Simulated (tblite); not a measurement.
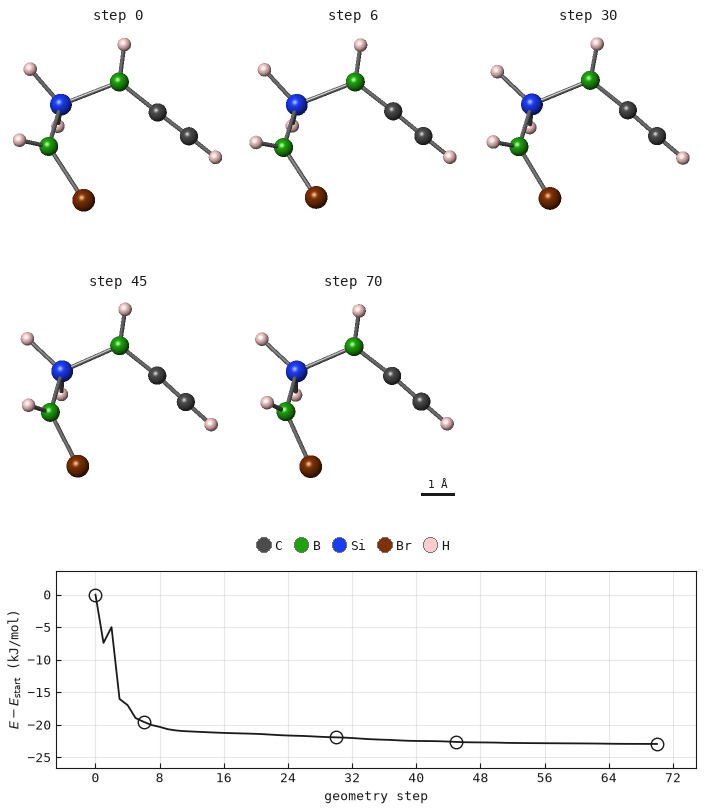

Frames of a relaxation of C₂H₅B₂BrSi, marked on the history of the run. The picture is a ball-and-stick view, seen at a tilt.

Theory: GFN2-xTB geometry optimisation, gas phase in tblite. 

What happens along the run?

After 70 geometry steps the energy has fallen by 22.9 kJ/mol. An H atom moves most after the best rigid fit: 0.48 Å. By element the largest moves are H 0.48 Å, Br 0.30 Å, C 0.08 Å, Si 0.08 Å, B 0.07 Å. Among the contacts that change: B–Br 1.995 → 1.869 Å, B–C 1.519 → 1.490 Å, B–Si 1.951 → 1.972 Å, H–Si 1.457 → 1.476 Å. Among the angles between lasting bonds that change: H–Si–H 110.4° → 103.7°, Si–B–H 119.3° → 124.5°, B–Si–H 109.1° → 114.2°. Groups turn about B–Si by about 25°. From step 0 to 6: the Br atom moves most (0.12 Å), energy −19.5 kJ/mol. From step 6 to 30: an H atom moves most (0.15 Å), energy −2.39 kJ/mol. From step 30 to 45: an H atom moves most (0.20 Å), energy −0.71 kJ/mol. From step 45 to 70: an H atom moves most (0.14 Å), energy −0.31 kJ/mol.

```
step  E − E(0), kJ/mol
   0              0.00
   1             -7.40
   2             -4.99
   3            -16.03
   4            -16.97
   5            -18.96
   6            -19.53
   7            -20.03
   8            -20.31
   9            -20.67
  10            -20.86
  13            -21.08
  16            -21.24
  19            -21.34
  23            -21.59
  26            -21.71
  29            -21.88
  32            -22.02
  35            -22.24
  38            -22.40
  42            -22.50
  45            -22.63
  48            -22.70
  51            -22.76
  54            -22.80
  57            -22.83
  61            -22.86
  64            -22.90
  67            -22.92
  70            -22.93
```
